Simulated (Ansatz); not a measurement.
# AlH7N2OSi: ladder of methods at one geometry, by script

A script is to give a ladder of methods at one geometry; the system is AlH7N2OSi. SMILES: N[SiH2][Al]([NH2])[OH].

Computed with Ansatz 0.2.0 through its Python package. The levels of theory stand in the script.

## Step 1: The system

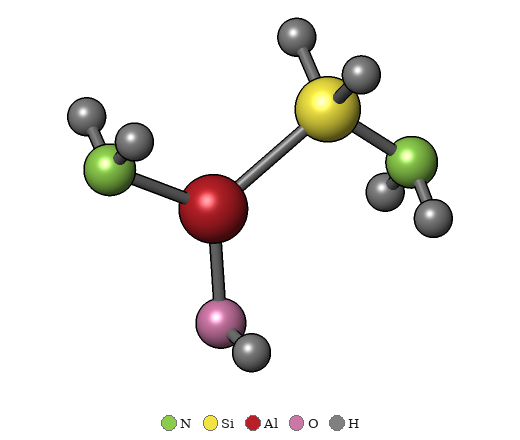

The starting structure, viewed from a chosen angle; nitrogen green, silicon yellow, aluminium red, oxygen pink, hydrogen grey.

No structure file is read: the coordinates are typed or built in the script.

## Step 2: Script

alh7n2osi.py reads:

```python
# -*- coding: utf-8 -*-
from pathlib import Path
import argparse

import ansatz as az
from ase import Atoms
import numpy as np

parser = argparse.ArgumentParser(description='One geometry of AlH7N2OSi, method by method.')
parser.add_argument('--basis-set', required=True, help='Gaussian basis set')
args = parser.parse_args()


def main():
    atoms = Atoms(['N', 'Si', 'Al', 'N', 'O', 'H', 'H', 'H', 'H', 'H', 'H', 'H'], positions=[
        [-1.852, 0.5992, 1.4835],
        [-0.6105, -0.5421, 1.1144],
        [0.475, 0.0812, -0.884],
        [2.0288, -0.9723, -1.5262],
        [-0.0092, 1.5776, -1.7984],
        [-1.4445, 1.5977, 1.5278],
        [-2.5022, 0.6668, 0.6417],
        [0.3939, -0.5462, 2.2202],
        [-1.1927, -1.8585, 0.9897],
        [2.6649, -1.0284, -0.7328],
        [1.5723, -1.9496, -1.6322],
        [0.5532, 2.3193, -1.3697],
    ])
    mol = az.Crystal.molecule_from_ase(atoms)

    calculation = mol.calculation().basis(gaussian=args.basis_set)

    print('functional    E (Ha)        dipole (D)   HOMO (eV)  LUMO (eV)')
    for name in ['r2scan', 'blyp', 'lda', 'pbe0', 'lc_wpbe']:
        report = calculation.functional(name).forces().orbitals().run(threads=1, backend='cpu', runs_dir='runs').report
        lines = Path(report['orbitals_path']).read_text().splitlines()
        field_of = lambda key: [line.split('=')[1].strip() for line in lines if line.startswith(key)]
        orbitals = [(27.211386 * float(e), s, float(n)) for e, s, n in zip(field_of('Ene='), field_of('Spin='), field_of('Occup='))]
        homo = max(e for e, _, n in orbitals if n > 0.5)
        lumo = min(e for e, _, n in orbitals if n < 0.5)
        dipole = 4.803205 * np.linalg.norm(report['charge_distribution']['dipole_moment_e_ang'])
        print(f'{name:10s} {report["free_energy_ev"] / 27.211386246:14.6f} {dipole:9.3f} {homo:11.3f} {lumo:10.3f}')


if __name__ == '__main__':
    main()
```

## Step 3: What the engine is handed

The package turns the script's settings into the engine's input (first run):

```yaml
crystal:
  periodic: [false, false, false]
  atoms:
    - { symbol: "N", position_ang: [-1.852, 0.5992, 1.4835] }
    - { symbol: Si, position_ang: [-0.6105, -0.5421, 1.1144] }
    - { symbol: Al, position_ang: [0.475, 0.0812, -0.884] }
    - { symbol: "N", position_ang: [2.0288, -0.9723, -1.5262] }
    - { symbol: O, position_ang: [-0.0092, 1.5776, -1.7984] }
    - { symbol: H, position_ang: [-1.4445, 1.5977, 1.5278] }
    - { symbol: H, position_ang: [-2.5022, 0.6668, 0.6417] }
    - { symbol: H, position_ang: [0.3939, -0.5462, 2.2202] }
    - { symbol: H, position_ang: [-1.1927, -1.8585, 0.9897] }
    - { symbol: H, position_ang: [2.6649, -1.0284, -0.7328] }
    - { symbol: H, position_ang: [1.5723, -1.9496, -1.6322] }
    - { symbol: H, position_ang: [0.5532, 2.3193, -1.3697] }
basis:
  gaussian:
    orbitals: cc-pVDZ
hamiltonian:
  xc: r2scan
output:
  orbitals: {}
  forces: true
```

## Step 4: Running it

On the command line:

```console
python alh7n2osi.py --basis-set cc-pVDZ
```

Log:

```text
functional    E (Ha)        dipole (D)   HOMO (eV)  LUMO (eV)
r2scan        -720.767517     1.548      -5.173     -1.972
blyp          -720.852734     1.546      -4.731     -1.997
lda           -717.216777     1.627      -4.984     -2.337
pbe0          -720.472679     1.590      -6.196     -1.451
lc_wpbe       -720.626083     1.557      -8.810      0.585
```

Wall time 28 s (1 thread of Arm Neoverse V1, shared host); peak memory 0.33 GiB.

## Step 5: What changed from run to run

The engine's inputs for some of the other runs:

Run 2, against run 1:

```diff
@@ -20 +20 @@
-  xc: r2scan
+  xc: blyp
```

Run 3, against run 1:

```diff
@@ -20 +20 @@
-  xc: r2scan
+  xc: lda
```

Run 5, against run 1:

```diff
@@ -20 +20 @@
-  xc: r2scan
+  xc: lc_wpbe
```

## Step 6: The engine's runs

One row for each of the 5 runs:

```tsv
run	functional	energy (eV)	SCF cycles	CPU time (s)
1	r2scan	-19613.0833	19	8.8
2	blyp	-19615.4022	19	4.3
3	lda	-19516.4628	19	2.6
4	pbe0	-19605.0603	20	6.2
5	lc_wpbe	-19609.2347	17	5.2
```

Totals hang on method, basis and potentials, so only like runs compare.

The fields below are those of run 1.

## Step 7: The molecule's orbitals and density

Orbitals, density, ELF and potential are computed afterwards from the orbital file.

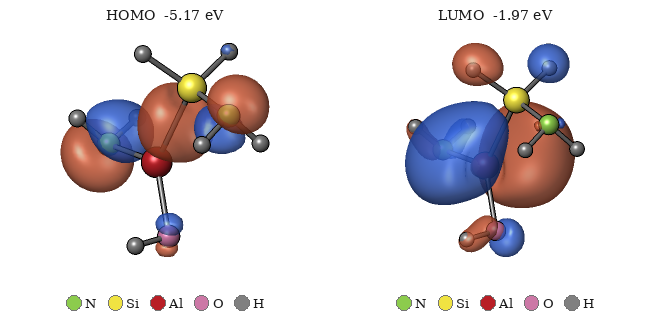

r2SCAN/cc-pVDZ orbitals near the gap, drawn at the value that encloses 70 % of each; the two colours are the two signs.

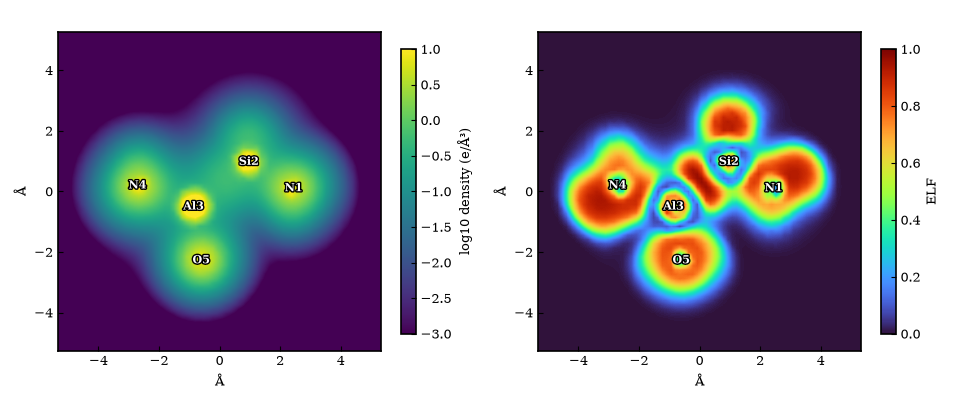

Density (left) and ELF (right) in a plane through or near 5 of the atoms.

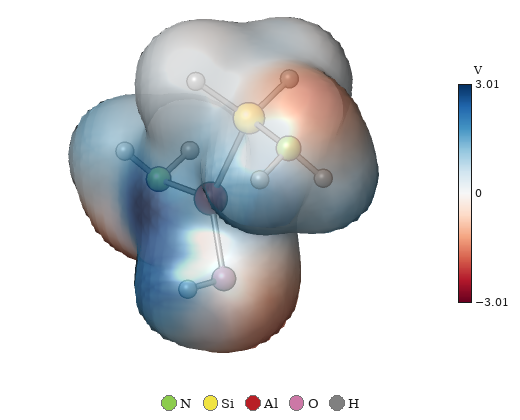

The potential that a unit positive charge feels on the 0.002 e/bohr³ surface, from -1.86 V near N4 to 3.01 V near Al3.

## Step 8: What came out

```
                                        quantity    value
                                   runs compared        5
HOMO-LUMO gap of the mean field (r2SCAN/cc-pVDZ)  3.20 eV
```

What this shows: All 5 runs converged (17 to 20 cycles). Notes:
- The geometry is a force-field or estimated start, not a minimum of this method, and the basis set is short of its limit. A lower total doesn't mark the better method: functionals have no common bound, and MP2 and coupled cluster aren't variational.
- Levels such as HOMO and LUMO are orbital energies: with these approximate functionals they aren't the ionisation energy and electron affinity, and their gap isn't the fundamental gap.
